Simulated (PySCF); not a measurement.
**C2H7N2Si, doublet, SMILES `[CH]=C[SiH](N)N`: what the electrons do**

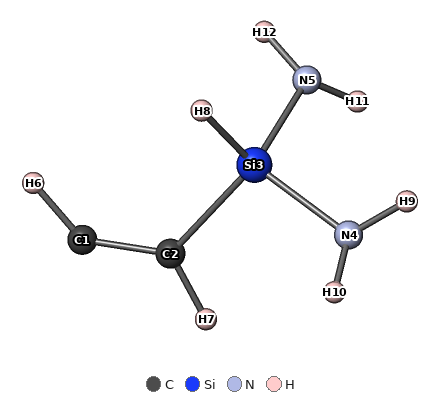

The molecule, with its atoms numbered as below. No frequency check shows the geometry to be a minimum.

Geometry (Å), atoms numbered from 1:

```
C1      -2.5240    0.0498   -0.0304
C2      -1.3816   -0.4344   -0.3732
Si3      0.3353    0.0362    0.3745
N4       1.3680   -1.2430   -0.1474
N5       1.0835    1.4533   -0.2685
H6      -2.8465    0.7519    0.7096
H7      -1.3032   -1.1604   -1.1746
H8       0.2017    0.3014    1.8103
H9       2.3583   -1.1251   -0.0043
H10      1.1019   -2.1879    0.0767
H11      1.4388    1.4114   -1.2105
H12      0.6269    2.3373   -0.1179
```

### 1. Bonding charge

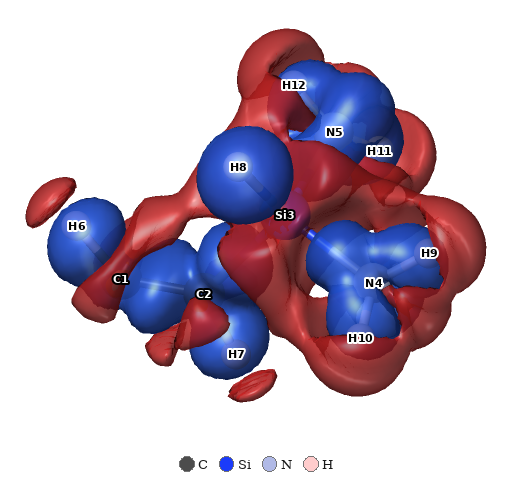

Deformation density (molecule less spherical, spin-averaged free atoms at the same positions), surfaces at ±0.04 e/Å³; blue: gain, red: loss.

Level of theory: PBE/def2-SVP (PySCF), at a geometry from GFN2-xTB. The stability of the open-shell solution wasn't checked. GFN2-xTB doesn't know the spin state, so this open-shell geometry is rough.

**How much density has each bond gained at its critical point, relative to the free atoms?**

The five largest and four smallest: N5–H12: +0.73 e/Å³ at the bond critical point (bond length 1.01 Å, Mayer order 1.0). N4–H10: +0.73 e/Å³ at the bond critical point (bond length 1.01 Å, Mayer order 1.0). N4–H9: +0.73 e/Å³ at the bond critical point (bond length 1.01 Å, Mayer order 1.0). N5–H11: +0.73 e/Å³ at the bond critical point (bond length 1.01 Å, Mayer order 1.0). C1–C2: +0.71 e/Å³ at the bond critical point (bond length 1.29 Å, Mayer order 2.1). Si3–H8: +0.18 e/Å³ at the bond critical point (bond length 1.47 Å, Mayer order 0.9). C2–Si3: +0.11 e/Å³ at the bond critical point (bond length 1.93 Å, Mayer order 0.8); up to 0.6 Å beside the axis the gain reaches +0.31 e/Å³. Si3–N4: +0.08 e/Å³ at the bond critical point (bond length 1.73 Å, Mayer order 1.2); up to 0.6 Å beside the axis the gain reaches +0.37 e/Å³. Si3–N5: +0.08 e/Å³ at the bond critical point (bond length 1.73 Å, Mayer order 1.2); up to 0.6 Å beside the axis the gain reaches +0.38 e/Å³. In all, 2.5 electrons gather in the regions of gain relative to the promolecule. A small or negative value marks a very polar bond, one between electron-rich atoms, whose free-atom densities already overlap strongly, a long bond to a heavier atom, or a closed-shell contact such as a hydrogen bond.

**Where do the Hirshfeld charges lie?**

The highest Hirshfeld charge is on Si3 (+0.37 e), the lowest on N5 (−0.29 e).

### 2. Local ionisation energy

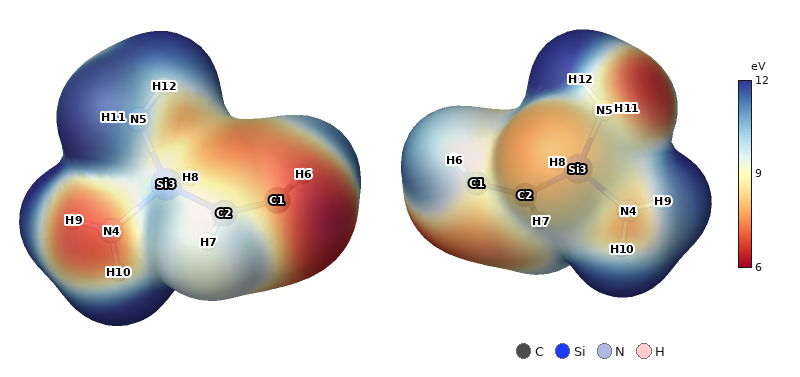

Average local ionisation energy on the surface of electron density 0.001 a.u. (back view left, front view right).

**Where are the most loosely bound electrons on this surface?**

The lowest value is 6.0 eV, 2.0 Å from C1. Further minima include 6.6 eV, 1.9 Å from N5; 7.7 eV, 1.5 Å from H8; 8.0 eV, off the N4–H9 bond (1.8 to 2.0 Å from its atoms). For comparison, the highest occupied orbital lies at −4.4 eV.

**What volume does the surface enclose, and what is the dipole moment?**

About 125 Å³; the dipole moment is 1.5 D.

### 3. Spin density

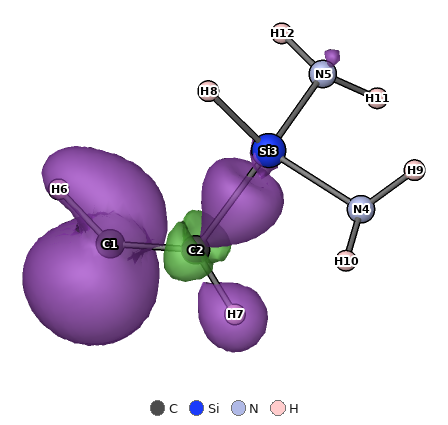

Spin density ρα − ρβ at ±0.03 e/Å³ (purple: excess α, green: excess β).

**Where is the unpaired spin?**

Hirshfeld spin populations: C1 +0.73, H6 +0.07, Si3 +0.06, C2 +0.05 and H7 +0.05. ⟨S²⟩ = 0.76, against 0.75 for a pure state. The picture also shows regions of β spin from spin polarisation; the Hirshfeld sums, whose atoms overlap, net them against the α spin of neighbours.

### 4. In an electric field

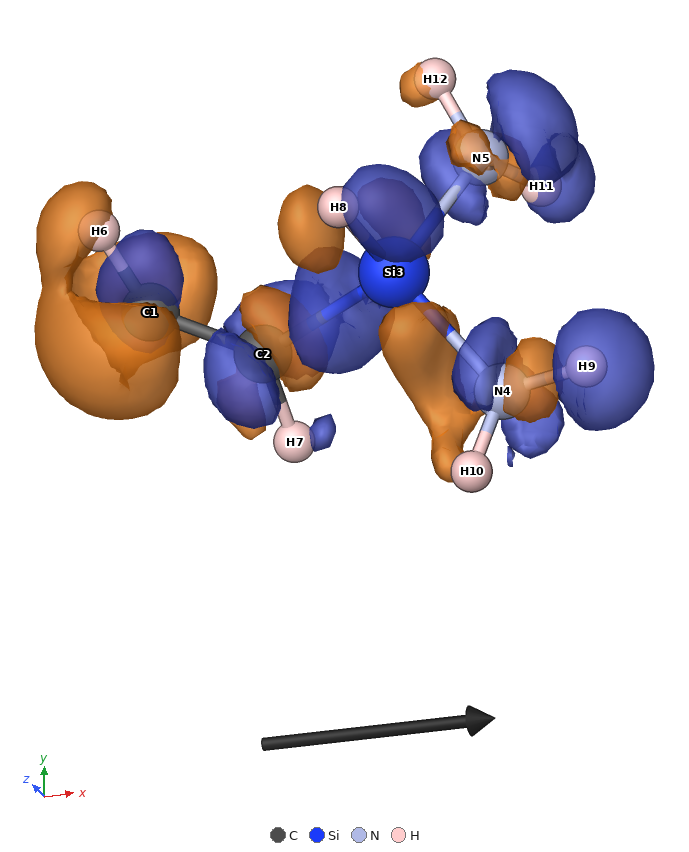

Change of the electron density in a uniform field of 0.26 V/Å along +x (arrow), surfaces at ±0.003 e/Å³ (orange: gain, blue: loss).

Computed with PySCF, ωB97X/def2-SVP, geometry: GFN2-xTB. A basis without diffuse functions makes polarisabilities too small. The stability of the open-shell solution wasn't checked. GFN2-xTB doesn't know the spin state, so this open-shell geometry is rough.

**What dipole is induced, and what polarisability does it imply?**

The induced dipole is 0.86 D (along the field); α along this axis, from the fields in both directions, is 67 bohr³ (9.9 Å³).

**Which atoms gain and lose the most charge?**

Electrons gather most on C1 (Hirshfeld charge changes by −0.025 e) and leave H9 most (+0.010 e); 0.075 electrons are displaced in all.

### 5. Removing or adding an electron

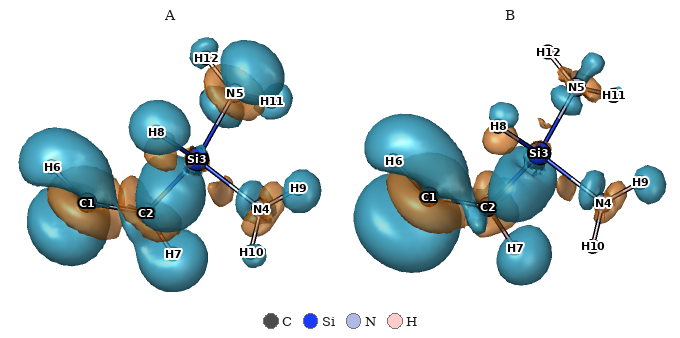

The two Fukui functions at ±0.02 e/Å³ (light blue positive, orange negative).

Level of theory: PBE/def2-SVPD (PySCF), at a geometry from GFN2-xTB. GFN2-xTB doesn't know the spin state, so this open-shell geometry is rough.

**Which panel is f⁻ (electron removed) and which f⁺ (electron added)?**

A is f⁻, B is f⁺. f⁻ (Hirshfeld-condensed) is largest on C1 (0.25); the vertical ionisation energy is 7.74 eV (to the singlet cation, which needn't be its lowest state). f⁺ (Hirshfeld-condensed) is largest on C1 (0.36); the vertical electron affinity is 0.07 eV (to the singlet anion, which needn't be its lowest state; the anion's highest orbital has positive energy, so this value and f⁺ depend on the basis).
